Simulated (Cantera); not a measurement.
Input: 1 mol SiC, a varied amount of H2O, 1 mol N2, held at 1098 K and 13300 Pa.

Method: chemical equilibrium by Gibbs-energy minimisation in Cantera with the NASA 1993 tables (ideal gas, pure condensed phases). Candidate condensed phases: C, C6H6, C7H8, C8H18, H2O, Si, SiC, SiO2, Si2N2O, Si3N4; 151 gas species. N2 is the only nitrogen source here; it is nearly inert below about 1500 K, so the nitride shown seldom forms there in practice. Mutual solubility and eutectic melting of coexisting phases are not modelled. The numbers say what is thermodynamically allowed, not how fast it happens.

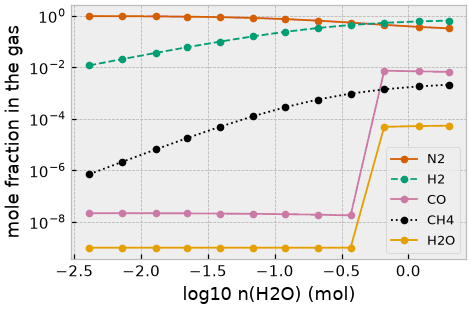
Figure. Equilibrium gas composition (values under 1e-9 drawn at 1e-9)

From 0.0041 mol H2O to 0.37 mol H2O the condensed part is C(graphite) + Si2N2O(s) + Si3N4(s). From 0.66 mol H2O to 2 mol H2O the condensed part is C(graphite) + SiO2(β-quartz) + Si2N2O(s).
